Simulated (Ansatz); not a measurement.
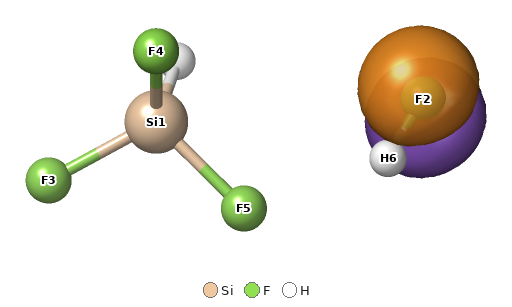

*F₃HSi···HF. The HOMO−1 at ±0.2 Å⁻³ᐟ² (orange and purple are the two phases), seen across its widest extent.*

The product side of a reaction path; geometry: PBE0-D4/def2-TZVP.

Theory: Ansatz 0.2.0, RKS PBE0-D4/def2-TZVPP.

Input

```
crystal:
  periodic: [false, false, false]
  atoms:
    - {symbol: Si, position_ang: [-0.605883, 0.385828, -0.564135]}
    - {symbol: F, position_ang: [2.042299, -0.941111, 1.198818]}
    - {symbol: F, position_ang: [-2.056483, 0.372415, -1.166785]}
    - {symbol: F, position_ang: [-0.265148, 1.848879, -0.109141]}
    - {symbol: F, position_ang: [-0.634263, -0.523119, 0.737369]}
    - {symbol: H, position_ang: [1.149524, -1.018936, 1.424689]}
    - {symbol: H, position_ang: [0.370054, -0.123857, -1.520815]}
basis:
  gaussian: {orbitals: def2-TZVPP}
hamiltonian: {xc: pbe0, dispersion: d4}
output: {orbitals: {seedname: orbitals}}
```

Run with:

```sh
ansatz run in.yaml --threads 4 --pin off --events-out ev --progress --plain --max-ram 9574MiB
```

> What is the character of this orbital?

It lies mainly on F2 (about 95 %); largely a lone pair of F2. Its energy is −11.62 eV.
